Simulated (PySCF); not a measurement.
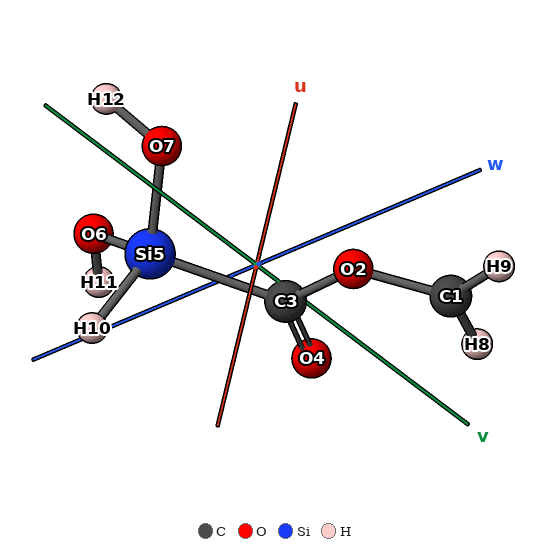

The lines u, v and w are the principal axes of the g tensor. Charge 0, doublet. Computed geometry: GFN2-xTB optimisation. No frequency run is at hand to confirm it as a minimum. Properties computed with UKS B3LYP, pcH-1 on C H O Si, non-relativistic, mean-field spin-orbit, GIAO (PySCF 2.14.0).

Along which axis does g lie farthest from the free-electron value?

Along w (nearly parallel to the O2–C3 bond): the shift is 1475 ppm.

Give the principal values and shifts.

| axis | g | shift (ppm) |
| --- | --- | --- |
| u | 2.00213 | −187 |
| v | 2.00259 | 270 |
| w | 2.00379 | 1475 |

The geometry is semi-empirical. Around Si such bond lengths and angles can be off by a tenth of an ångström or more and by several degrees, and values that hang on the shape move with them.
